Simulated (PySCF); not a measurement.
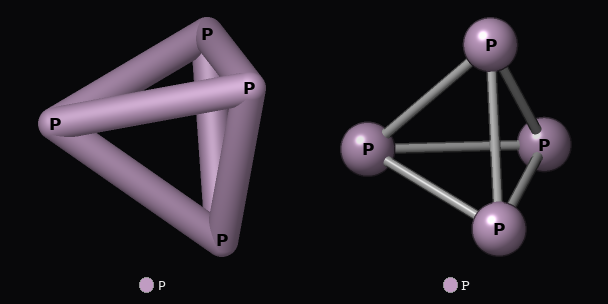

Two views of one molecule.

Computed geometry: PBE0-D3(BJ)/def2-SVP optimisation. No frequency run is at hand to confirm it as a minimum.

Give the formula.

P4, 4 atoms: 4 phosphorus.

What is the point group of this geometry?

Td.

The parts below concern this one geometry. Atoms keep their numbers from picture to picture.

### Shape

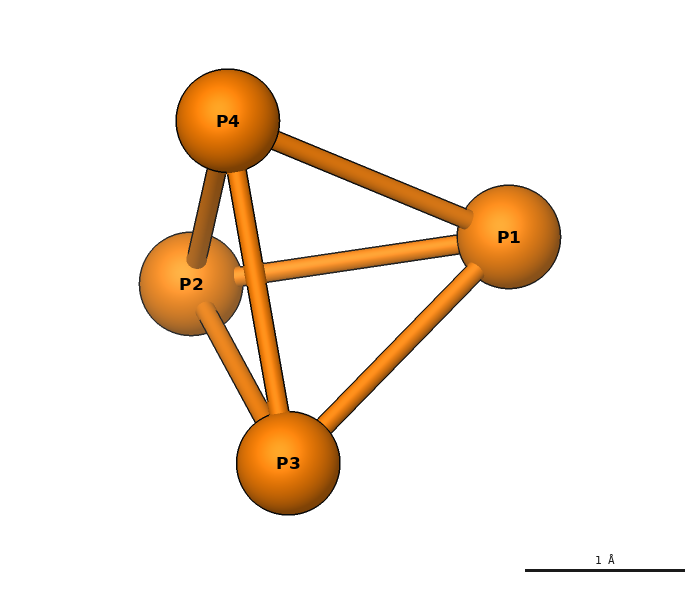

Numbered structure. No frequency run is at hand to confirm it as a minimum.

Give the bond lengths.

```
 bond  length (Å)     order
P1–P2       2.202  aromatic
P1–P3       2.201  aromatic
P1–P4       2.201  aromatic
P2–P3       2.201  aromatic
P2–P4       2.201  aromatic
P3–P4       2.201  aromatic
```

### Ring current

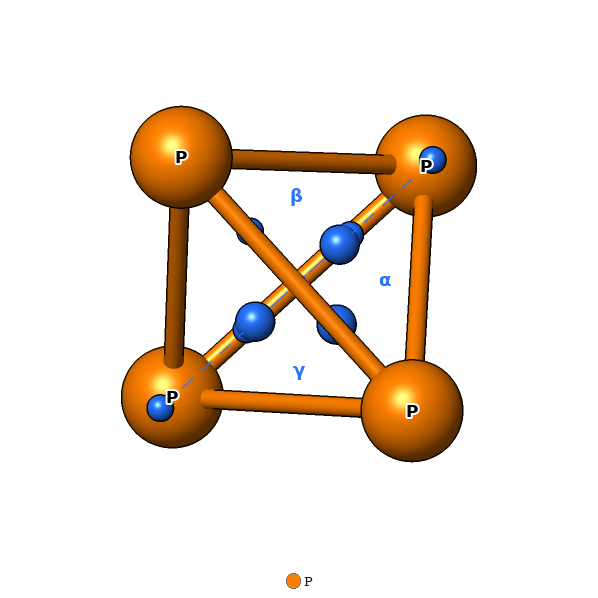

The small points mark where nucleus-independent chemical shifts (NICS) were computed: at the centre of each lettered ring and 1 Å above and below it. No frequency run is at hand to confirm it as a minimum. Level of theory: GIAO PBE0/def2-SVP NMR shielding, non-relativistic, gas phase (PySCF 2.14.0).

Give NICS(0), NICS(1) and the out-of-plane component NICS(1)zz for each ring (means of the two sides).

| ring | members | NICS(0) | NICS(1) | NICS(1)zz |
| --- | --- | --- | --- | --- |
| α | P3 | −55.7 | −39.2 | −56.6 |
| β | P3 | −55.7 | −39.2 | −56.6 |
| γ | P3 | −55.7 | −39.2 | −56.6 |

Values in ppm.

### NMR shielding

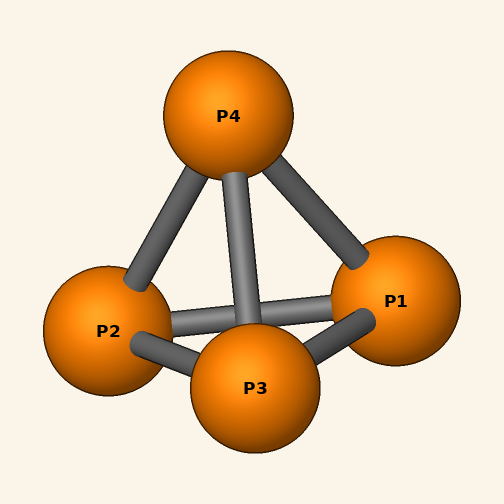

No frequency run is at hand to confirm it as a minimum. Method: GIAO PBE0/6-31G NMR shielding, non-relativistic, gas phase (PySCF 2.14.0). Principal shieldings σ11 ≤ σ22 ≤ σ33, span Ω = σ33 − σ11, skew κ = 3(σiso − σ22)/Ω.

Give the shielding tensors of the P atoms.

```csv
atom,σ11,σ22,σ33,σiso,Ω,κ
"P1, P2, P3…",565.2,987.9,988.4,847.2,423.1,−1.00
```

Shieldings and span in ppm.

### Electronic properties

No frequency run is at hand to confirm it as a minimum. Level of theory: LC-wPBE/pcSseg-2, gas phase (PySCF 2.14.0).

Estimate the HOMO–LUMO gap.

11.27 eV.

What is the HOMO energy (Kohn–Sham orbital)?

−10.10 eV.
